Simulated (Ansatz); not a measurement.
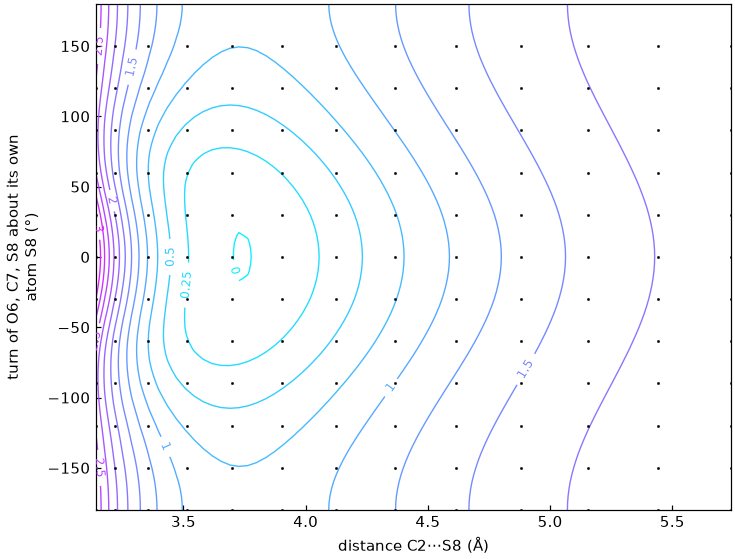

Energy landscape of the pair CH₂F₂···COS. The turn is about an axis along (−0.21, 0.94, 0.27) in the frame of the relaxed pair, normal to the line between the partners. The first coordinate is: distance C2···S8; the second: turn of O6, C7, S8 about its own atom S8. The scan uses a 13 × 12 grid. Points are written as (first, second). Energies: kcal/mol, counted from the lowest grid point. These are results of RKS PBE-D4/def2-SVPD in Ansatz, not measurements.

Drawn: contour lines labelled in kcal/mol, dots at the grid points. Between grid points the surface is interpolated. 

Question: What does the map say about the system?

Answer: The lowest grid point is at (3.700 Å, 0°). It is the only kind of minimum in the scanned range. The highest grid point, (3.141 Å, 0°), lies 3.29 kcal/mol above the lowest. On the interpolated surface the easiest way out of the lowest well to its copy in the next cell or period passes a barrier of about 0.82 kcal/mol. Round the minimum the two coordinates are nearly uncoupled.

The values on the grid:

```csv
"second ↓, first →",3.141,3.221,3.353,3.514,3.700,3.904,4.126,4.364,4.615,4.879,5.155,5.443,5.741
150,2.63,1.99,1.31,0.90,0.75,0.81,0.99,1.22,1.44,1.63,1.78,1.90,1.99
120,2.47,1.81,1.12,0.71,0.59,0.67,0.88,1.13,1.37,1.58,1.74,1.88,1.97
90,2.34,1.62,0.87,0.46,0.35,0.47,0.71,1.00,1.28,1.51,1.69,1.84,1.95
60,2.50,1.65,0.76,0.26,0.13,0.26,0.53,0.85,1.16,1.43,1.64,1.80,1.93
30,3.01,1.98,0.89,0.24,0.02,0.12,0.39,0.74,1.07,1.36,1.59,1.77,1.91
0,3.29,2.19,1.00,0.27,0.00,0.08,0.35,0.69,1.03,1.33,1.57,1.76,1.90
−30,3.00,1.98,0.89,0.23,0.02,0.12,0.40,0.74,1.07,1.36,1.59,1.77,1.91
−60,2.50,1.65,0.76,0.26,0.13,0.26,0.53,0.86,1.17,1.43,1.64,1.80,1.93
−90,2.34,1.62,0.88,0.46,0.36,0.47,0.71,1.00,1.28,1.51,1.70,1.84,1.95
−120,2.47,1.81,1.12,0.72,0.59,0.68,0.88,1.13,1.37,1.58,1.75,1.88,1.97
−150,2.63,1.99,1.31,0.90,0.76,0.81,0.99,1.22,1.44,1.63,1.78,1.90,1.99
−180,2.69,2.06,1.38,0.97,0.81,0.86,1.03,1.25,1.46,1.64,1.79,1.91,2.00
```

Each point was launched as `ansatz run input.yaml --threads 1 --pin off --max-ram 2560MiB --backend cpu --events-out ev --progress --plain --runs-dir out`. Time for the 156 points that were run: 43 min on 1 thread of Arm Neoverse N1 (shared host).
